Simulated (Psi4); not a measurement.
# BH2ClO (SMILES OBCl) at BHLYP/def2-SVPD

Aim: the vertical singlet–triplet gap of BH2ClO at BHLYP/def2-SVPD, from 2 runs. 

The calculation is run with Psi4 1.11.

### Step 1. The structure to begin with

BH2ClO has 5 atoms, charge 0, and is taken as a singlet. SMILES: `OBCl`. The coordinates come from a PBE0-D4/def2-TZVP relaxation. This is one conformer, not always the lowest.

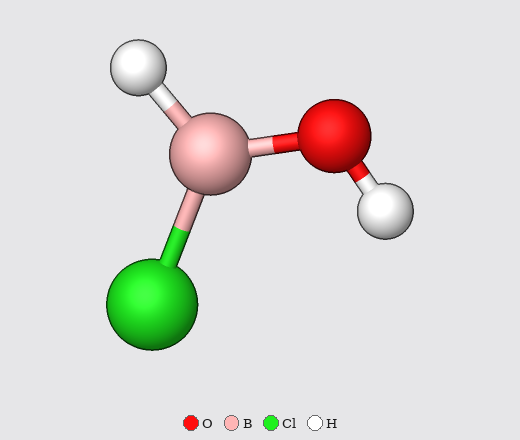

Viewed from a chosen angle; oxygen red, boron pink, chlorine green, hydrogen white.

### Step 2. The energy at BHLYP/def2-SVPD

input.in

```
memory 1.6 GB

molecule {
  0 1
  O     -0.863300    -0.618600    -0.002900
  B      0.379000    -0.137200     0.137900
  Cl     0.788600     1.496000    -0.395300
  H     -1.477700     0.001200    -0.409700
  H      1.223300    -0.815100     0.628600
  symmetry c1
  no_reorient
  no_com
}

set {
  puream true
  e_convergence 1e-09
  d_convergence 1e-08
  scf_type pk
  dft_radial_points 99
  dft_spherical_points 590
}

energy('bhhlyp/def2-SVPD')
print_variables()
```

Command:

```console
$ psi4 -n 1 input.in input.out
```

input.out:

```text
[...]
  Running in c1 symmetry.
[...]
  Nuclear repulsion =   84.721670096920306
[...]
  Multiplicity = 1
[...]
  Nalpha       = 16
  Nbeta        = 16
[...]
    Number of basis functions: 86
[...]
   @RKS iter   1:  -561.19511250771370   -3.59036e-01   6.35350e-03 DIIS/ADIIS
[...]
   @RKS iter  11:  -561.31197709229957   -1.25056e-12   3.68263e-09 DIIS
[...]
    Orbital Energies [Eh]
    ---------------------
    Doubly Occupied:
       1A   -102.784200     2A    -19.736697     3A     -9.896550
       4A     -7.552364     5A     -7.548634     6A     -7.547612
       7A     -7.174985     8A     -1.188209     9A     -0.955099
      10A     -0.682787    11A     -0.556966    12A     -0.524878
      13A     -0.482647    14A     -0.430669    15A     -0.402022
      16A     -0.387505
[...]
  @RKS Final Energy:  -561.31197709229957
   => Energetics <=
    Nuclear Repulsion Energy =             84.7216700969203060
    One-Electron Energy =                -941.0280401216080008
    Two-Electron Energy =                 316.4160799931584620
    DFT Exchange-Correlation Energy =     -21.4216870607703029
    Empirical Dispersion Energy =           0.0000000000000000
    VV10 Nonlocal Energy =                  0.0000000000000000
    Total Energy =                       -561.3119770922995713
[...]
 Multipole Moments:
 ------------------------------------------------------------------------------------
     Multipole            Electronic (a.u.)      Nuclear  (a.u.)        Total (a.u.)
 ------------------------------------------------------------------------------------
 L = 1.  Multiply by 2.5417464519 to convert [e a0] to [Debye]
 Dipole X            :        -15.7542520           15.3831266           -0.3711254
 Dipole Y            :        -35.8135278           35.8732380            0.0597101
 Dipole Z            :         10.9043588          -11.0263630           -0.1220042
 Magnitude           :                                                    0.3952017
[...]
```

Run time: 9.3 s. Hardware: 1 thread of Intel Xeon Platinum 8375C at 2.90GHz (Ice Lake), shared host; peak memory 0.97 GiB.

### Step 3. The triplet: energy and gradient at UBHLYP/def2-SVPD

bclh2o.json

```json
{
 "schema_name": "qcschema_input",
 "schema_version": 1,
 "molecule": {
  "schema_name": "qcschema_molecule",
  "schema_version": 2,
  "symbols": ["O", "B", "Cl", "H", "H"],
  "geometry": [-1.63140056, -1.16898458, -0.00548021, 0.7162062, -0.25927042, 0.26059323, 1.49023802, 2.82703028, -0.74700874, -2.79244829, 0.00226767, -0.77422079, 2.31170197, -1.54031576, 1.18788184],
  "molecular_charge": 0,
  "molecular_multiplicity": 3,
  "fix_symmetry": "c1",
  "fix_com": true,
  "fix_orientation": true
 },
 "driver": "gradient",
 "model": {
  "method": "bhhlyp",
  "basis": "def2-SVPD"
 },
 "keywords": {
  "reference": "uks",
  "puream": true,
  "e_convergence": 1e-09,
  "d_convergence": 1e-08,
  "scf_type": "pk",
  "dft_radial_points": 99,
  "dft_spherical_points": 590,
  "maxiter": 200,
  "scf_properties": ["WIBERG_LOWDIN_INDICES", "DIPOLE", "QUADRUPOLE"]
 }
}
```

Command:

```console
$ psi4 --qcschema bclh2o.json -n 1 --memory 1600MB
```

stdout, cut to the lines that bear on the results:

```text
[...]
  Running in c1 symmetry.
[...]
  Nuclear repulsion =   84.721670250700868
[...]
  Multiplicity = 3
[...]
  Nalpha       = 17
  Nbeta        = 15
[...]
    Number of basis functions: 86
[...]
   @UKS iter   1:  -560.84343129859440   -7.35432e-03   7.71352e-03 ADIIS/DIIS
[...]
   @UKS iter  18:  -561.05152480236734   -4.32010e-12   5.02833e-09 DIIS
[...]
   @S^2 Observed:                2.010211535E+00
[...]
  @UKS Final Energy:  -561.05152480236734
   => Energetics <=
    Nuclear Repulsion Energy =             84.7216702507008677
    One-Electron Energy =                -940.1514193079636925
    Two-Electron Energy =                 315.7737898731397763
    DFT Exchange-Correlation Energy =     -21.3955656182442588
    Empirical Dispersion Energy =           0.0000000000000000
    VV10 Nonlocal Energy =                  0.0000000000000000
    Total Energy =                       -561.0515248023673394
[...]
 Multipole Moments:
 ------------------------------------------------------------------------------------
     Multipole            Electronic (a.u.)      Nuclear  (a.u.)        Total (a.u.)
 ------------------------------------------------------------------------------------
 L = 1.  Multiply by 2.5417464519 to convert [e a0] to [Debye]
 Dipole X            :        -15.3767743           15.3831265            0.0063522
 Dipole Y            :        -35.0276570           35.8732379            0.8455809
 Dipole Z            :         10.6956217          -11.0263631           -0.3307413
 Magnitude           :                                                    0.9079853
 L = 2.  Multiply by 1.3450342976 to convert [e a0^2] to [Debye ang]
 Quadrupole XX       :        -91.7675740           74.7519914          -17.0155826
 Quadrupole XY       :        -83.8054764           82.3812342           -1.4242422
[...]
  -Total Gradient:
     Atom            X                  Y                   Z
    ------   -----------------  -----------------  -----------------
       1        0.053482453879     0.009865661966     0.010333533277
       2        0.009426110903    -0.010345866208     0.006557692709
       3       -0.023890677718    -0.015666628755    -0.000184389684
       4       -0.005676640417     0.014027174255    -0.007022031031
       5       -0.033349644285     0.002110678611    -0.009683510632
[...]
```

The result, in JSON:

```text
{
 "driver": "gradient",
 "model": {
  "method": "bhhlyp",
  "basis": "def2-SVPD"
 },
 "success": true,
 "return_result": [0.053482453878583025, 0.009865661966441452, 0.010333533276658563, 0.00942611090298108, -0.010345866207659002, 0.006557692709185041, -0.02389067771828378, -0.015666628755290457, -0.00018438968425093377, -0.005676640417348694, 0.014027174254967328, -0.0070220310310181305, -0.03334964428478919, 0.00211067861110166, -0.009683510632046241],
 "properties": {
  "calcinfo_nbasis": 86,
  "calcinfo_nmo": 86,
  "calcinfo_nalpha": 17,
  "calcinfo_nbeta": 15,
  "calcinfo_natom": 5,
  "nuclear_repulsion_energy": 84.72167025070087,
  "return_energy": -561.0515248023673,
  "return_gradient": [0.053482453878583025, 0.009865661966441452, 0.010333533276658563, 0.00942611090298108, -0.010345866207659002, 0.006557692709185041, -0.02389067771828378, -0.015666628755290457, -0.00018438968425093377, -0.005676640417348694, 0.014027174254967328, -0.0070220310310181305, -0.03334964428478919, 0.00211067861110166, -0.009683510632046241],
  "scf_one_electron_energy": -940.1514193079637,
  "scf_two_electron_energy": 315.7737898731398,
  "scf_xc_energy": -21.39556561824426,
  "scf_dipole_moment": [0.006352235653208638, 0.8455809048252618, -0.33074132117718946],
  "scf_total_energy": -561.0515248023673,
  "scf_total_gradient": [0.053482453878583025, 0.009865661966441452, 0.010333533276658563, 0.00942611090298108, -0.010345866207659002, 0.006557692709185041, -0.02389067771828378, -0.015666628755290457, -0.00018438968425093377, -0.005676640417348694, 0.014027174254967328, -0.0070220310310181305, -0.03334964428478919, 0.00211067861110166, -0.009683510632046241],
  "scf_iterations": 18
 }
}
```

It took 26 s on 1 thread of Intel Xeon Platinum 8375C at 2.90GHz (Ice Lake), shared host; peak memory 0.97 GiB.

### Step 4. Summary of results

At BHLYP/def2-SVPD:

| quantity | value |
| --- | --- |
| singlet: total energy | -561.31198 Eh |
| singlet: dipole moment | 1.00 D |
| singlet: HOMO energy | -10.54 eV |
| singlet: LUMO energy | 0.56 eV |
| singlet: HOMO–LUMO gap | 11.10 eV |
| triplet: total energy | -561.05152 Eh |
| triplet: dipole moment | 2.31 D |
| triplet: HOMO energy (highest over α and β) | -3.79 eV |
| triplet: ⟨S²⟩ | 2.010 |
| triplet: largest force on an atom | 2.847 eV/Å |
| vertical energy of the triplet above the singlet | 7.087 eV |

What this shows: At this shape the triplet lies 7.09 eV (684 kJ/mol) above the singlet.
